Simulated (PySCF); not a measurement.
# One shape, several levels: GeH3Cl (chlorogermane)

Wanted: a comparison of 4 runs (HF/cc-pVDZ, HF/cc-pV(D+d)Z, HF/cc-pVTZ, HF/cc-pV(T+d)Z) of GeH3Cl (chlorogermane). Input form: a Python script.

The results are computed with PySCF 2.14.0.

### 1 The molecule

The species is GeH3Cl (5 atoms), meant as a singlet with charge 0. As SMILES, `[Cl][GeH3]`. Geometry: relaxed at PBE0-D4/def2-TZVP.

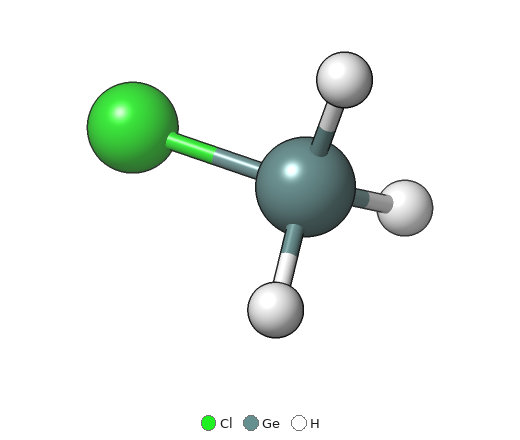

Viewed from a chosen angle; chlorine green, germanium teal, hydrogen white.

### 2 The charge distribution at HF/cc-pVDZ (run 1)

The input, input.py:

```python
# [Cl][GeH3]
import numpy
from pyscf import gto, scf, lo

mol = gto.M(
    atom=[
    ('Cl', (-1.875800, -0.025100, 0.641300)),
    ('Ge', (0.161800, -0.013900, -0.060600)),
    ('H', (0.160400, 0.656200, -1.438100)),
    ('H', (0.619000, -1.473700, -0.140600)),
    ('H', (0.984500, 0.782900, 0.956700)),
],
    verbose=4,
    basis='cc-pvdz',
    spin=0,
    charge=0,
    max_memory=1860,
)

mf = scf.RHF(mol)
mf.conv_tol = 1e-10
mf.kernel()
if not mf.converged:
    mf = mf.newton().run(mf.mo_coeff, mf.mo_occ)

etot = mf.e_tot
print('Final energy', etot)
dip = mf.dip_moment()
pop, q = mf.mulliken_pop()
quad = mf.quad_moment()
occ = mf.mo_coeff[:, mf.mo_occ > 0]
iaos = lo.vec_lowdin(lo.iao.iao(mol, occ), mf.get_ovlp())
c = iaos.T @ mf.get_ovlp() @ occ
pop_iao, q_iao = scf.hf.mulliken_pop(lo.iao.reference_mol(mol), (c * mf.mo_occ[mf.mo_occ > 0]) @ c.T, numpy.eye(c.shape[0]), verbose=0)
print('IAO charges', numpy.round(q_iao, 4))
```

Started as:

```console
$ OMP_NUM_THREADS=1 python input.py
```

Standard output:

```text
PySCF version 2.14.0

[... 57 lines left out ...]
converged SCF energy = -2536.61782789933
Final energy -2536.6178278993266
Dipole moment(X, Y, Z, Debye):  2.22208,  0.01211, -0.76569
[... 69 lines left out ...]
IAO charges [-0.3721  0.7595 -0.1291 -0.1291 -0.1291]
```

It took 1.1 s on 1 thread of Arm Neoverse V2, shared host; peak memory 0.13 GiB.

Atomic charges (e):

| atom | Mulliken | IAO |
| --- | --- | --- |
| Cl1 | -0.357 | -0.372 |
| Ge2 | +0.629 | +0.759 |
| H3 | -0.090 | -0.129 |
| H4 | -0.090 | -0.129 |
| H5 | -0.090 | -0.129 |

### 3 The charge distribution at HF/cc-pV(D+d)Z (run 2)

The input, input.py:

```python
import numpy
from pyscf import gto, scf, lo

mol = gto.Mole()
mol.atom = '''
Cl      -1.875800      -0.025100       0.641300
Ge       0.161800      -0.013900      -0.060600
H        0.160400       0.656200      -1.438100
H        0.619000      -1.473700      -0.140600
H        0.984500       0.782900       0.956700
'''
mol.max_memory = 1860
mol.charge = 0
mol.spin = 0
mol.verbose = 3
mol.basis = 'cc-pv(d+d)z'
mol.build()

mf = mol.RHF()
mf.conv_tol = 1e-10
mf.kernel()
if not mf.converged:
    mf = mf.newton().run(mf.mo_coeff, mf.mo_occ)

e_final = mf.e_tot
print('E = %.10f Eh' % e_final)
mf.analyze()
quad = mf.quad_moment()
occ = mf.mo_coeff[:, mf.mo_occ > 0]
iaos = lo.vec_lowdin(lo.iao.iao(mol, occ), mf.get_ovlp())
c = iaos.T @ mf.get_ovlp() @ occ
pop_iao, q_iao = scf.hf.mulliken_pop(lo.iao.reference_mol(mol), (c * mf.mo_occ[mf.mo_occ > 0]) @ c.T, numpy.eye(c.shape[0]), verbose=0)
print('IAO charges', numpy.round(q_iao, 4))
```

Started as:

```console
$ OMP_NUM_THREADS=1 python input.py
```

Standard output:

```text
converged SCF energy = -2536.61869254855
[... 7 lines left out ...]
MO #6   energy= -46.3204241145006  occ= 2
[... 11 lines left out ...]
MO #18  energy= -1.68724108892337  occ= 2
[... 11 lines left out ...]
MO #30  energy= 0.173891516675199  occ= 0
[... 11 lines left out ...]
MO #42  energy= 0.804828785902038  occ= 0
[... 11 lines left out ...]
MO #54  energy= 1.62771685041713   occ= 0
[... 17 lines left out ...]
Dipole moment(X, Y, Z, Debye):  2.19490,  0.01196, -0.75633
[... 2 lines left out ...]
IAO charges [-0.3703  0.758  -0.1292 -0.1292 -0.1292]
```

Run time: 1.5 s. Hardware: 1 thread of Arm Neoverse V2, shared host; peak memory 0.14 GiB.

Atomic charges (e):

| atom | Mulliken | IAO |
| --- | --- | --- |
| Cl1 | -0.354 | -0.370 |
| Ge2 | +0.626 | +0.758 |
| H3 | -0.091 | -0.129 |
| H4 | -0.091 | -0.129 |
| H5 | -0.091 | -0.129 |

Run 3 isn't shown in full; the table further down has it.

### 4 The charge distribution at HF/cc-pV(T+d)Z (run 4)

The input, input.xyz:

```xyz
5
ClGeH3
Cl    -1.875800    -0.025100     0.641300
Ge     0.161800    -0.013900    -0.060600
H      0.160400     0.656200    -1.438100
H      0.619000    -1.473700    -0.140600
H      0.984500     0.782900     0.956700
```

The input, job.py:

```python
import numpy
from pyscf import gto, scf, lo

mol = gto.Mole()
mol.atom = 'input.xyz'
mol.basis = 'cc-pv(t+d)z'
mol.max_memory = 1860
mol.charge = 0
mol.spin = 0
mol.verbose = 3
mol.build()

mf = scf.RHF(mol)
mf.conv_tol = 1e-10
mf.kernel()
if not mf.converged:
    mf = mf.newton().run(mf.mo_coeff, mf.mo_occ)

e_tot = mf.e_tot
print(f'total energy: {e_tot:.8f} hartree')
dip = mf.dip_moment()
pop, q = mf.mulliken_pop()
quad = mf.quad_moment()
occ = mf.mo_coeff[:, mf.mo_occ > 0]
iaos = lo.vec_lowdin(lo.iao.iao(mol, occ), mf.get_ovlp())
c = iaos.T @ mf.get_ovlp() @ occ
pop_iao, q_iao = scf.hf.mulliken_pop(lo.iao.reference_mol(mol), (c * mf.mo_occ[mf.mo_occ > 0]) @ c.T, numpy.eye(c.shape[0]), verbose=0)
print('IAO charges', numpy.round(q_iao, 4))
```

Started as:

```console
$ OMP_NUM_THREADS=1 python job.py
```

Standard output:

```text
converged SCF energy = -2536.7105745618
total energy: -2536.71057456 hartree
Dipole moment(X, Y, Z, Debye):  2.01938,  0.01100, -0.69586
[... 133 lines left out ...]
IAO charges [-0.3797  0.7846 -0.135  -0.135  -0.135 ]
```

Wall time 5.4 s (1 thread of Arm Neoverse V2, shared host); peak memory 0.36 GiB.

Atomic charges (e):

| atom | Mulliken | IAO |
| --- | --- | --- |
| Cl1 | -0.335 | -0.380 |
| Ge2 | +0.601 | +0.785 |
| H3 | -0.089 | -0.135 |
| H4 | -0.089 | -0.135 |
| H5 | -0.089 | -0.135 |

### 5 Overview of the runs

| run | level | energy (Eh) | dipole moment (D) | HOMO energy (eV) | LUMO energy (eV) | wall time |
| --- | --- | --- | --- | --- | --- | --- |
| 1 | HF/cc-pVDZ | -2536.617828 | 2.35 | -11.99 | 3.14 | 1.1 s |
| 2 | HF/cc-pV(D+d)Z | -2536.618693 | 2.32 | -11.99 | 3.14 | 1.5 s |
| 3 | HF/cc-pVTZ | -2536.710072 | 2.16 | -12.04 | 2.71 | 4.5 s |
| 4 | HF/cc-pV(T+d)Z | -2536.710575 | 2.14 | -12.04 | 2.71 | 5.4 s |

Convergence of the total energy of singlet GeH3Cl with the basis set, against the last point:

| basis set | from the last (mEh) | wall time |
| --- | --- | --- |
| cc-pVDZ | +92.747 | 1.1 s |
| cc-pV(D+d)Z | +91.882 | 1.5 s |
| cc-pVTZ | +0.502 | 4.5 s |
| cc-pV(T+d)Z | +0.000 | 5.4 s |

Convergence of the dipole moment of singlet GeH3Cl with the basis set, against the last point:

| basis set | from the last (D) | wall time |
| --- | --- | --- |
| cc-pVDZ | +0.2144 | 1.1 s |
| cc-pV(D+d)Z | +0.1856 | 1.5 s |
| cc-pVTZ | +0.0191 | 4.5 s |
| cc-pV(T+d)Z | +0.0000 | 5.4 s |

### 6 Outcome

| quantity | value |
| --- | --- |
| run 4: total energy | -2536.71057 Eh |
| run 4: dipole moment | 2.14 D |
| run 4: HOMO energy | -12.04 eV |
| run 4: LUMO energy | 2.71 eV |
| run 4: HOMO–LUMO gap | 14.75 eV |

The dipole moment (its size) runs from 2.14 D (HF/cc-pV(T+d)Z) to 2.35 D (HF/cc-pVDZ). The HOMO–LUMO gap runs from 14.75 eV (HF/cc-pVTZ) to 15.13 eV (HF/cc-pV(D+d)Z). All runs together took 13 s, the longest 5.4 s.
